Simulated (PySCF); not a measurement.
C₃H₁₀OSi₄

```xyz
18

C    -4.4881   -0.8278    0.5490
C    -3.4321   -0.2516    0.5132
Si   -1.7796    0.5777    0.4179
Si   -0.0018   -0.6448    1.4101
Si    1.0964   -0.6173   -0.6797
O     2.1959    0.5995   -0.7299
C     3.3983    0.6707   -0.0396
Si   -0.7296    0.4211   -1.7044
H    -5.4168   -1.3221    0.5852
H    -2.0881    1.9137    0.9679
H     0.6748    0.0098    2.5465
H    -0.3658   -1.9529    1.9728
H     1.7770   -1.8468   -1.1413
H     3.2408    0.5200    1.0327
H     3.8298    1.6590   -0.2028
H     4.0987   -0.0885   -0.3976
H    -1.4442   -0.4721   -2.6302
H    -0.5746    1.6587   -2.4814
```

Geometry: GFN2-xTB.

The calculation used PySCF 2.14.0, PBE0/pcSseg-1, SCF density, gas phase, non-relativistic.

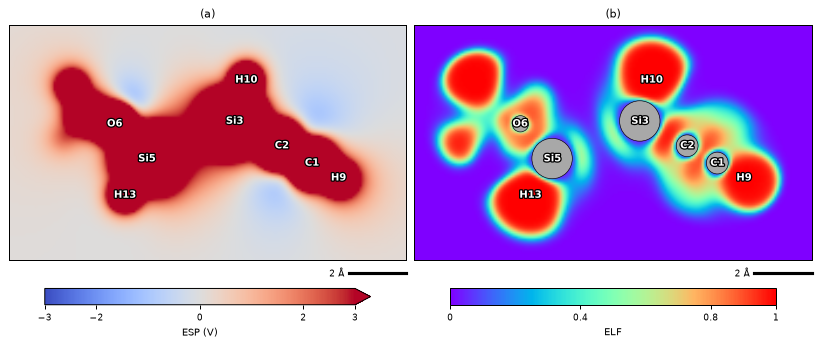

Figure 1. (a) molecular electrostatic potential; (b) ELF on the plane of atoms C2, Si3 and H10. Grey discs cover the atomic cores in the ELF map.

### Describe what can be read from this map.

- The section cuts through C, Si, O and H sites.
- C–C (1.20 Å): the ELF peaks at about 0.85 between the atoms: a short, multiple covalent bond.
- Si–O (1.64 Å): the ELF peaks at about 0.85 between the atoms, as expected for a polar covalent bond.
- C–Si (1.85 Å): the ELF peaks at about 0.95 between the atoms; a covalent bond.
- C–H (1.05 Å): the ELF climbs to about 1 towards the hydrogen, as it does in any bond to H: a covalent bond by its length.
- Si–H (1.48 Å): the ELF climbs to about 1 towards the hydrogen.
- The ELF also peaks beside O6, away from the bonds: lone-pair regions.
- Outside the dense part of the molecule the potential is most negative (−1.0 V) near C2.

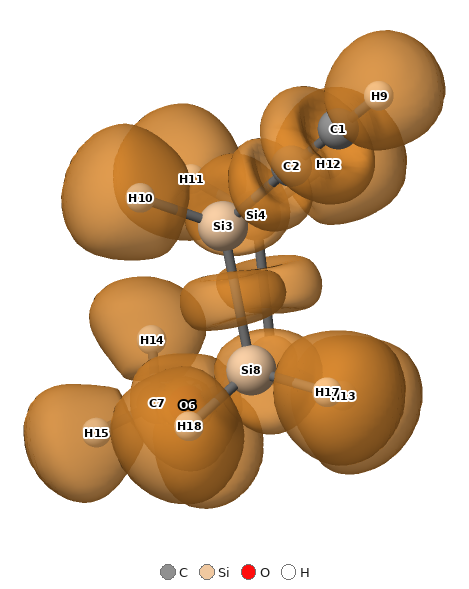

Figure 2. Isosurface of the electron localisation function at 0.75 (orange), seen at an oblique angle. Only the valence region is drawn (cores and ρ < 0.01 e/Å³ removed).

### Describe the localisation domains.

The ELF exceeds this value in one region between bonded C–C atoms (shared pairs), one region between bonded C–Si atoms (shared pairs), four regions between bonded Si–Si atoms (shared pairs), ten regions around hydrogen nuclei and one region on O in which the atom's valence shell and bonds are merged. Along the contacts the grid gives the following. C–O (1.39 Å): the ELF peaks at about 0.90 between the atoms (a polar covalent bond).

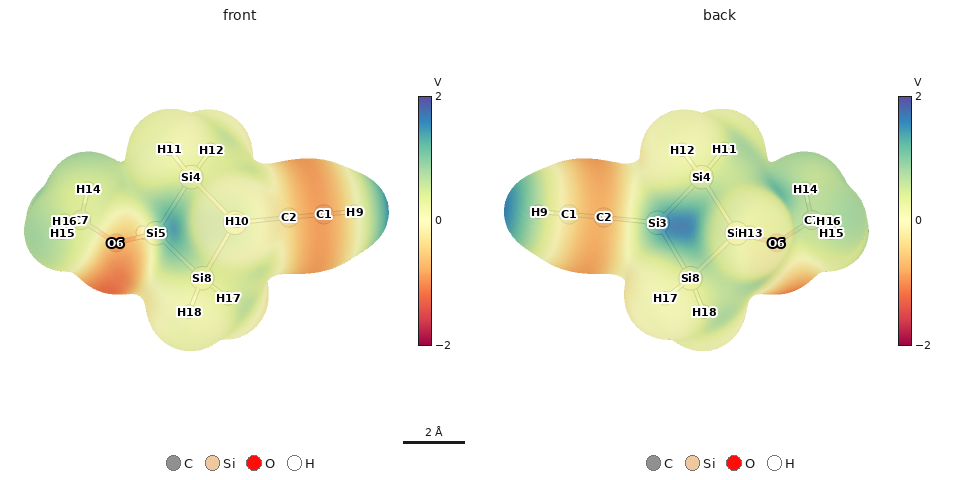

Figure 3. The electrostatic potential painted on the density surface at 0.002 e/bohr³, seen from the front and from behind; the colour scale runs from red (negative) to blue (positive).

### Describe the electrostatic potential map.

The most negative region (about −1.1 V) lies over O6, the most positive (about +1.6 V) over Si4, Si5, Si8 and H9. O6 is the likeliest acceptor of a hydrogen bond.

### What dipole moment does the calculation give?

Its dipole moment is 1.43 D.
